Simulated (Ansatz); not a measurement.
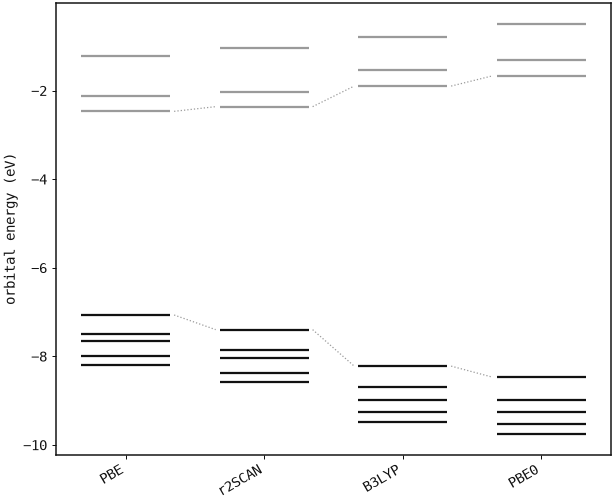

Frontier orbital energies of NbNH₃O₂Cl, SMILES [NH2][Nb@@](=[O])([OH])[Cl], singlet at one geometry, def2-TZVPP, the Ansatz code, at a PBE0-D4/def2-TZVP geometry (a minimum by its frequencies). Empty levels are grey, levels within 0.1 eV stand side by side; all columns show the same few orbitals around the gap. Dotted lines join the HOMOs and the LUMOs.

How do the frontier levels move from column to column?

Answer. The separation grows from 4.60 eV (PBE) to 6.81 eV (PBE0).

```tsv
level	HOMO (eV)	LUMO (eV)	separation (eV)
PBE	−7.07	−2.47	4.60
r2SCAN	−7.40	−2.36	5.04
B3LYP	−8.22	−1.90	6.32
PBE0	−8.47	−1.66	6.81
```

Caveats, for all or some of the runs: core potentials past krypton; empty levels above zero depend strongly on the basis.
